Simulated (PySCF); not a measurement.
SMILES CC(=O)[SiH2][SiH2]O[SiH3] at its GFN2-xTB optimised geometry (Å):

```
17

C      3.7591     1.6880     0.0000
C      2.2576     1.6880     0.0000
O      1.6101     2.7152     0.0000
Si     1.3155     0.0086     0.0050
Si    -0.9055     0.6037    -0.0936
O     -1.6827    -0.8257    -0.1644
Si    -2.8743    -1.9158    -0.2288
H      4.1603     2.6996    -0.0035
H      4.1085     1.1458    -0.8757
H      4.1081     1.1526     0.8804
H      1.8106    -0.6996     1.2018
H      1.9057    -0.7712    -1.1004
H     -1.3183     1.3461    -1.2904
H     -1.4343     1.2948     1.0886
H     -2.7314    -2.7152     0.9862
H     -2.6256    -2.6846    -1.4457
H     -4.1603    -1.2225    -0.2759
```

Computed with PBE/def2-SVP (PySCF).

Map of the Laplacian of the electron density (e/bohr⁵) on the plane z = 1.5 Å:

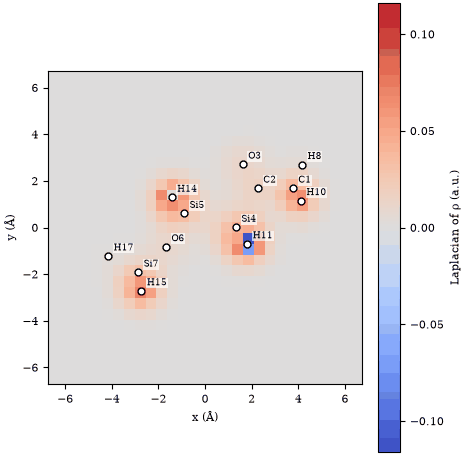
Figure: Laplacian of the electron density (e/bohr⁵) on the plane z = 1.5 Å.
